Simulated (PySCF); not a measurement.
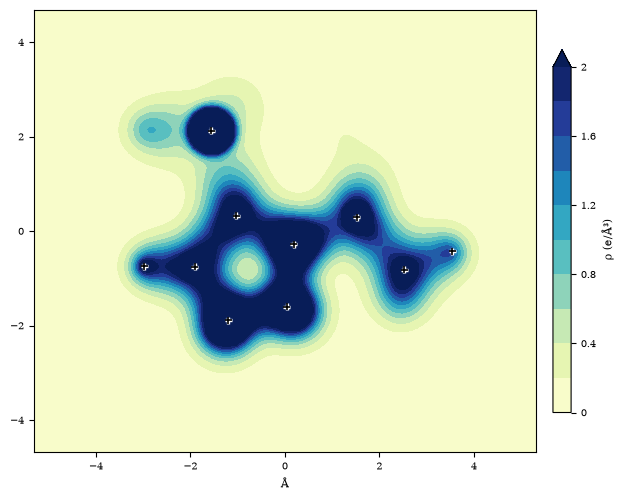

The total electron density on a plane through atoms (crosses mark nuclei in the plane).

All numbers below come from PBE0/pcSseg-1, SCF density, gas phase, non-relativistic in PySCF.

Candidates:
A. C₅H₂F₆ (SMILES FC(F)(F)C#CCC(F)(F)F)
B. C₇H₈Cl (SMILES ClCC1=CC[CH+]C=C1) (charge +1)
C. C₆H₁₃N₃Si (SMILES CC(C)(C)n1nncc1[SiH3])

Which candidate gave the map?

Candidate C: C₆H₁₃N₃Si on the plane of atoms C9, C8 and H20, which holds C, N, Si and H. N–N (1.28 Å): ρ at the midpoint is about 2.9 e/Å³. C–N (1.34 Å): ρ at the midpoint is about 2.5 e/Å³.
